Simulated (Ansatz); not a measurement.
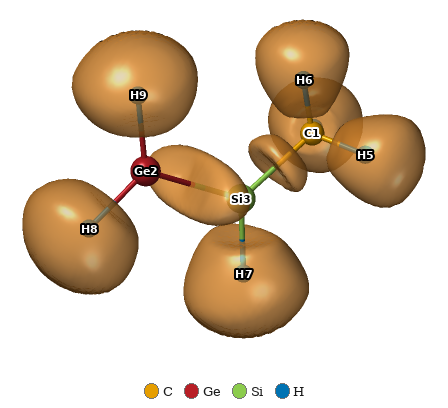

*CH$_{6}$GeSi (charge +1, doublet). Isosurface of the electron localisation function at 0.8 (orange), seen at a tilt. Only the valence region is drawn (cores and ρ < 0.01 e/Å³ removed).*

Geometry: B3LYP-D3(BJ)/def2-SVP.

All numbers below come from isolated molecule in a Gaussian basis; Kohn-Sham density functional theory, functional PBE0 (Ansatz).

```xyz
9

C    -2.6017   -1.1817    0.7213
Ge   -0.8942   -0.5708   -2.4528
Si   -2.3330   -1.6652   -1.0411
H    -2.3588   -2.0398    1.3734
H    -3.6704   -0.9468    0.8737
H    -1.9921   -0.3155    1.0156
H    -3.0654   -2.8155   -1.6172
H    -0.7326   -1.0390   -3.8976
H    -0.0897    0.6304   -1.9587
```

Q: Where are the electrons localised?

A: At this value the surface marks out one region between bonded C–Si atoms (shared pairs), one region between bonded Ge–Si atoms (shared pairs) and six regions around hydrogen nuclei.

Values along the shortest contacts:
C–Si (1.85 Å): the ELF peaks at about 0.95 between the atoms (a covalent bond). Si–Ge (2.29 Å): the ELF peaks at about 0.90 between the atoms (a covalent bond).
